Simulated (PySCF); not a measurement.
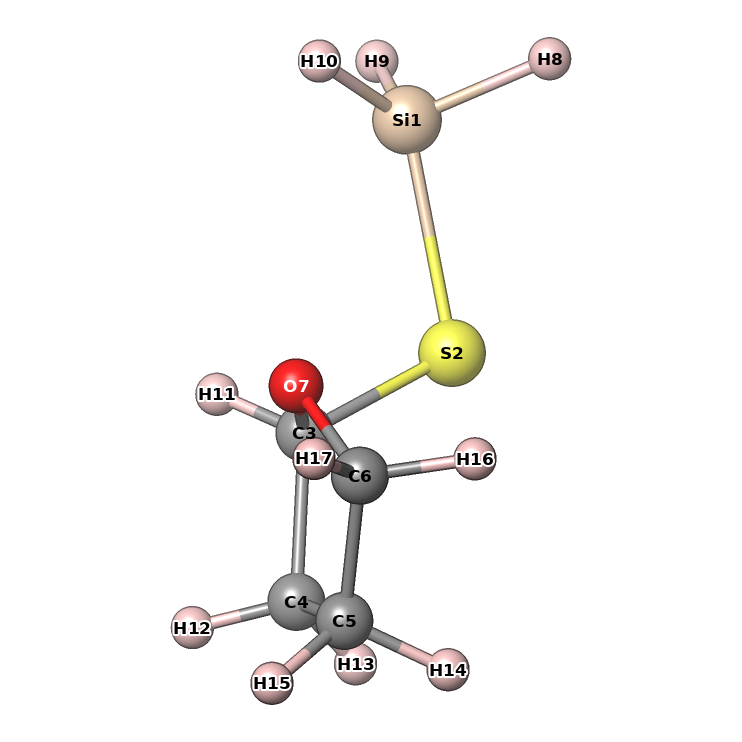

C4 lies behind C5. The molecule seen a little off the C5–C4 bond, C5 in front. Distant atoms are faded towards the background colour. Geometry: a frame of a GFN2-xTB molecular-dynamics simulation, not a minimum.

What is the torsion angle C6–C5–C4–C3? The sign is positive where the front bond must turn clockwise to cover the back bond.

Answer. 7°, synperiplanar (eclipsed). The bonds about C5–C4 are eclipsed.
